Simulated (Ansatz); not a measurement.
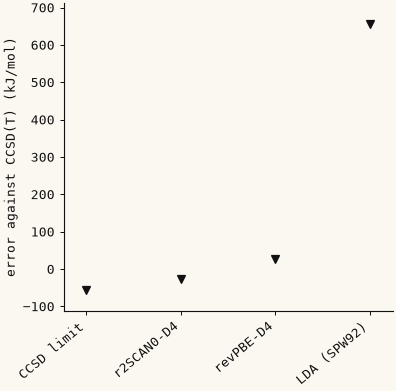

Error in the electronic atomisation energy (method less reference, so positive means overbinding) of C₃H₅F₂, SMILES C[C](F)CF, doublet: functionals in def2-TZVPP against frozen-core CCSD(T) at the limit (MP2 extrapolated from triple and quadruple zeta, plus CCSD(T) less MP2 in a smaller set), which gives 3846.1 kJ/mol, at a PBE0-D4/def2-TZVP geometry (a minimum by its frequencies), no zero-point or spin-orbit term, the Ansatz code. The reference leaves out core correlation, a term that grows with the number of heavy atoms. Limit means the basis limit.

Q: Which of these levels overbind, and which underbind?

A: Overbind: revPBE-D4 and LDA (SPW92). Underbind: CCSD limit and r2SCAN0-D4.

Q: Give the values.

A:
| level | kJ/mol |
| --- | --- |
| CCSD limit | −55.9 |
| r2SCAN0-D4 | −26.2 |
| revPBE-D4 | 28.2 |
| LDA (SPW92) | 655.9 |

Limits of at least one run: one conformer of a flexible molecule.
